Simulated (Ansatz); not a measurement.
The calculation's input:

```
crystal:
  lattice:
    - [3.4091673133, 2.958e-07, 0.0]
    - [-1.7045839128, 2.9524253512, 0.0]
    - [0.0, 0.0, 28.98893312]
  atoms:
    - { symbol: Mn, position: [0.0, 0.0, 0.2893919155], spin: 3.0 }
    - { symbol: Se, position: [0.6666666667, 0.3333333333, 0.340999324] }
    - { symbol: S, position: [0.3333333333, 0.6666666667, 0.2461501583] }
  periodic: [true, true, false]
basis:
  ecutwfc: 420
kpoints:
  mp_grid: { grid: [18, 18, 1] }
hamiltonian:
  xc: pbe
scf:
  occupations: { method: gaussian, width: 0.2 }
output:
  forces: true
  stress: true
  eigenvalues: true
  populations: true
  write_density: true
  write_potential: true
  elf: true
  volumetric_format: npy
magnetization:
  spin_polarized: true
relax:
  adjacent_minimum: "off"
  f_tol: 0.001
  max_steps: 60
  cell: { stress_2d_tol: 0.005 }
```

Command:

```sh
ansatz run input.yaml --threads 1 --pin off --max-ram 2560MiB --backend cpu --events-out ev --progress --plain --runs-dir out
```

The fields are those of the run's last geometry, not of the input's.

A structure generated by program, which may or may not match a known phase; spin-polarised.

Computed with Ansatz, DFT PBE, scalar-relativistic, plane waves, PAW.

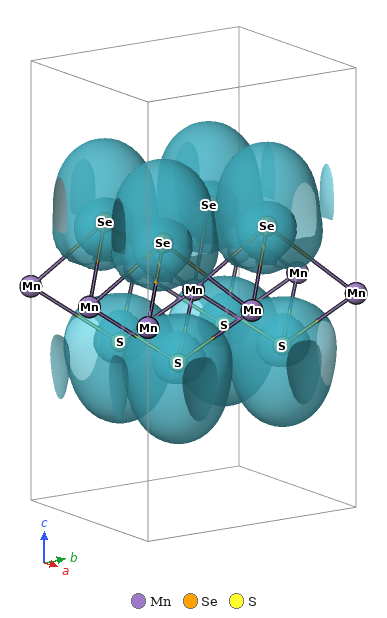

MnSeS. Isosurface of the ELF at 0.7 (cyan), seen slightly off an axis. Only the valence region is drawn (cores and ρ < 0.01 e/Å³ removed). Sticks mark near contacts.

Q: What do the ELF domains correspond to?

A: At this value the surface marks out one region wrapped around S (its valence shell) and one region wrapped around Se (its valence shell), counted in one cell of 3 atoms. Counts are for one cell; the picture repeats the cell along the surface.

Values along the shortest contacts:
Mn–S (2.33 Å): the ELF peaks at about 0.85 in the valence shell of S, 0.8 Å from its nucleus, and is about 0.55 at the midpoint. Mn–Se (2.47 Å): the ELF is about 0.60 at the midpoint.

Q: Does the calculation make it a metal, or give it a gap?

A: It is gapless in this calculation (a metal or semimetal).
